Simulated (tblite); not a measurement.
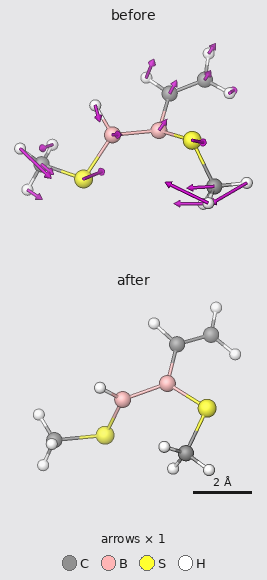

The structure of C4H10B2S2 before (top) and after (bottom) a relaxation, at one scale. The purple arrows give the displacements, at their true length.

A ball-and-stick model, seen at a tilt.

Computed with GFN2-xTB geometry optimisation, gas phase (tblite 0.8.0). 

Q: Summarise the run.

A: Over 137 geometry steps the energy falls by 158.4 kJ/mol. The largest moves after the best rigid fit, 1.70 Å, are those of H atoms. Largest moves by element: H 1.70 Å, S 1.40 Å, C 0.99 Å, B 0.51 Å. Some distances before and after: B–S 1.909 → 1.784 Å, B–S 1.852 → 1.768 Å, C–H 1.136 → 1.085 Å, C–S 1.786 → 1.830 Å. Bond angles that change, for instance: B–B–S 112.8° → 123.2°, B–B–H 115.8° → 122.5°, B–S–C 109.7° → 103.7°. Groups turn about C–S by about 65°, B–S by about 40°, C–S by about 25°. Cost: 1.8 s on 1 thread of Arm Neoverse N1, on a shared host.
